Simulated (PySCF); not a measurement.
**One shape, several levels: triplet [NO2]−**

We compute a comparison of 5 runs (U-wB97X/def2-TZVPPD, UBHLYP/def2-TZVPPD, UM06-L/def2-TZVPPD, UPBE0/def2-TZVPPD, USCS-MP2/def2-TZVPPD) of triplet [NO2]−. 

The calculation is run with PySCF 2.14.0.

1 further run of the same task is left out (set aside as unsound or not needed).

### Step 1. The system as given

[NO2]−: 3 atoms, total charge -1, spin state triplet. SMILES of the parent species: `O=N[O-]`. The shape is that of a PBE0-D4/def2-TZVPD optimisation. That shape belongs to the parent species and isn't relaxed for this state.

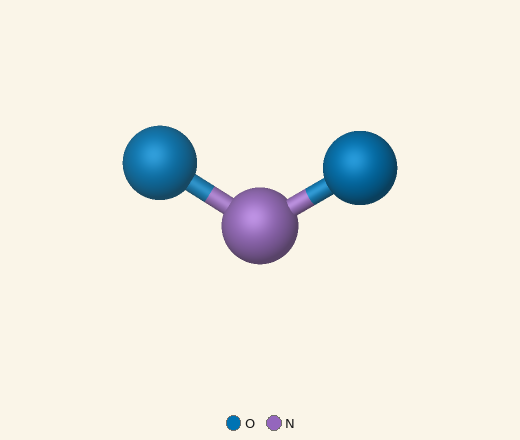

The structure, seen from a chosen angle (oxygen blue, nitrogen purple).

### Step 2. A single-point energy at U-wB97X/def2-TZVPPD (run 1)

Contents of run.py:

```python
from pyscf import gto, dft

molecule = gto.M(
    atom=[
    ('O', (0.322840, 0.992650, 0.287620)),
    ('N', (0.325750, -0.245400, 0.151990)),
    ('O', (-0.648590, -0.747260, -0.439610)),
],
    basis='def2-tzvppd',
    max_memory=1860,
    charge=-1,
    spin=2,
    verbose=3,
)

mf = dft.UKS(molecule)
mf.xc = 'wb97x'
mf.conv_tol = 1e-10
mf.grids.level = 5
mf.kernel()
if not mf.converged:
    mf = mf.newton().run(mf.mo_coeff, mf.mo_occ)

e_final = mf.e_tot
print('E = %.10f Eh' % e_final)
```

On the command line:

```sh
OMP_NUM_THREADS=1 python run.py
```

What it wrote:

```text
WARN: HOMO -0.0798979289685633 >= LUMO -0.257975652459763

converged SCF energy = -205.102108994113  <S^2> = 2.0127207  2S+1 = 3.0084685
E = -205.1021089941 Eh
```

Run time: 40 s. Hardware: 1 thread of Arm Neoverse V1, shared host; peak memory 0.62 GiB.

### Step 3. The energy at UBHLYP/def2-TZVPPD (run 2)

Contents of input.py:

```python
from pyscf import gto, dft

mol = gto.M(
    atom='''
O      0.322840     0.992650     0.287620
N      0.325750    -0.245400     0.151990
O     -0.648590    -0.747260    -0.439610
''',
    charge=-1,
    basis='def2-tzvppd',
    max_memory=1860,
    verbose=3,
    spin=2,
)

mf = dft.UKS(mol, xc='bhandhlyp')
mf.conv_tol = 1e-10
mf.grids.level = 5
mf.kernel()
if not mf.converged:
    mf = mf.newton().run(mf.mo_coeff, mf.mo_occ)

etot = mf.e_tot
print(f'total energy: {etot:.8f} hartree')
```

On the command line:

```sh
OMP_NUM_THREADS=1 python input.py
```

What it wrote:

```text
WARN: HOMO -0.0884357716470348 >= LUMO -0.266212248684099

converged SCF energy = -205.042747919921  <S^2> = 2.0229652  2S+1 = 3.0152713
total energy: -205.04274792 hartree
```

It took 28 s on 1 thread of Arm Neoverse V1, shared host; peak memory 0.62 GiB.

Runs 3 to 4 aren't shown in full; the table further down has their settings and results.

### Step 4. A single-point energy at USCS-MP2/def2-TZVPPD (run 5)

Contents of run.py:

```python
from pyscf import gto, mp

mol = gto.M(
    atom='''
O        0.322840       0.992650       0.287620
N        0.325750      -0.245400       0.151990
O       -0.648590      -0.747260      -0.439610
''',
    spin=2,
    charge=-1,
    basis='def2-tzvppd',
    max_memory=1860,
    verbose=3,
)

myscf = mol.UHF()
myscf.conv_tol = 1e-10
myscf.kernel()
if not myscf.converged:
    myscf = myscf.newton().run(myscf.mo_coeff, myscf.mo_occ)

pt = mp.MP2(myscf, frozen=3).run()
e_final = myscf.e_tot + 1.2 * pt.e_corr_os + pt.e_corr_ss / 3
print('E = %.10f Eh' % e_final)
```

On the command line:

```sh
OMP_NUM_THREADS=1 python run.py
```

What it wrote:

```text
WARN: HOMO -0.0227671151490867 >= LUMO -0.23560493174093

converged SCF energy = -204.108809437046  <S^2> = 2.0521766  2S+1 = 3.034585
E(UMP2) = -204.757670330015  E_corr = -0.648860892968275
E(SCS-UMP2) = -204.73036249385  E_corr = -0.6215530568036
E = -204.7303624939 Eh
```

Wall time 7.8 s (1 thread of Arm Neoverse V1, shared host); peak memory 0.37 GiB.

### Step 5. All runs side by side

```
run                 level  integration grid  frozen core orbitals  energy (Eh)  HOMO energy (eV)  LUMO energy (eV)   ⟨S²⟩  wall time
  1   U-wB97X/def2-TZVPPD                 5                     –  -205.102109             -0.11              5.37  2.013       40 s
  2    UBHLYP/def2-TZVPPD                 5                     –  -205.042748              0.60              4.37  2.023       28 s
  3    UM06-L/def2-TZVPPD                 5                     –  -205.120388              4.14                 –  2.012       64 s
  4     UPBE0/def2-TZVPPD                 5                     –  -204.941316              2.38              3.30  2.012       26 s
  5  USCS-MP2/def2-TZVPPD                 –                     3  -204.730362             -2.50              6.54  2.052      7.8 s
```

### Step 6. Results

```
                                                         quantity          value
                                              run 5: total energy  -204.73036 Eh
run 5: HOMO energy (Hartree–Fock orbitals) (highest over α and β)       -2.50 eV
 run 5: LUMO energy (Hartree–Fock orbitals) (lowest over α and β)        6.54 eV
               run 5: correlation energy (3 core orbitals frozen)     -621.6 mEh
                         run 5: ⟨S²⟩ of the reference determinant          2.052
```

What this shows: Totals of different functionals can't be ranked against each other. In runs 2, 3, 4 the HOMO lies above zero, so the outermost electron may be held by the basis alone. All runs together took 2.8 min, the longest 64 s.
